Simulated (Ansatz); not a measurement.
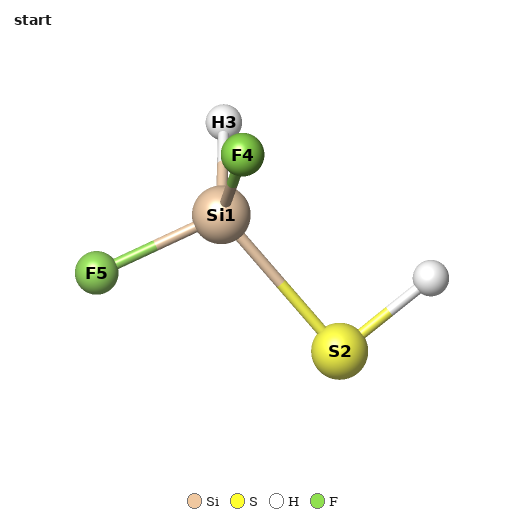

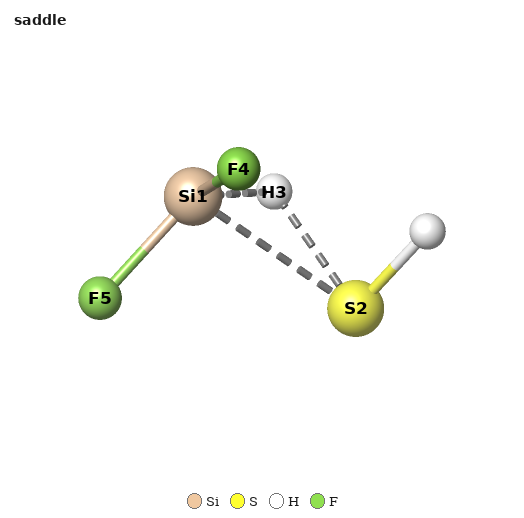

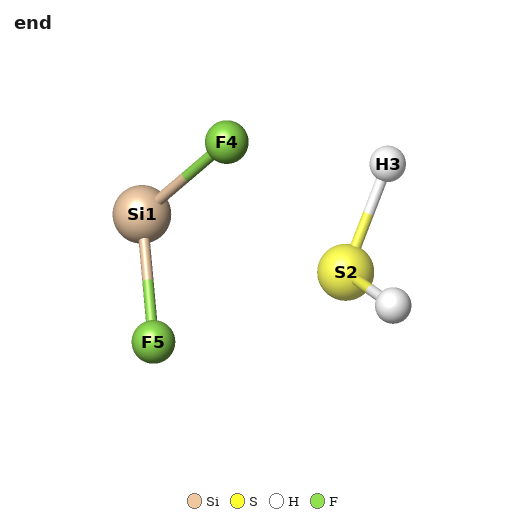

A saddle point and the two end points reached downhill from it. Broken sticks mark bonds that form or break. The species is neutral and a spin singlet. Geometries: PBE0-D4/def2-TZVP; all other levels are single points on them, and energies count from the start as drawn. Program: Ansatz 0.2.0. In CBS estimates cores are frozen, and CCSD(T) − MP2 is taken in the smaller basis.

Q: Which bonds form and which break from start to end?

A: Formed: S2–H3; broken: Si1–S2, Si1–H3. At the saddle point S2···H3 is 1.70 Å, Si1···S2 is 2.43 Å, Si1···H3 is 1.62 Å.

Give the electronic barrier and the reaction energy from start to end in kcal/mol (no zero-point energy) with CCSD(T)/CBS (MP2 limit from def2-TZVPP and def2-QZVPP plus CCSD(T) − MP2); B2PLYP (frozen core)/def2-TZVPP.

```
                                                                    level  barrier  reaction energy
CCSD(T)/CBS (MP2 limit from def2-TZVPP and def2-QZVPP plus CCSD(T) − MP2)     71.7            +44.9
                                          B2PLYP (frozen core)/def2-TZVPP     70.3            +43.0
```
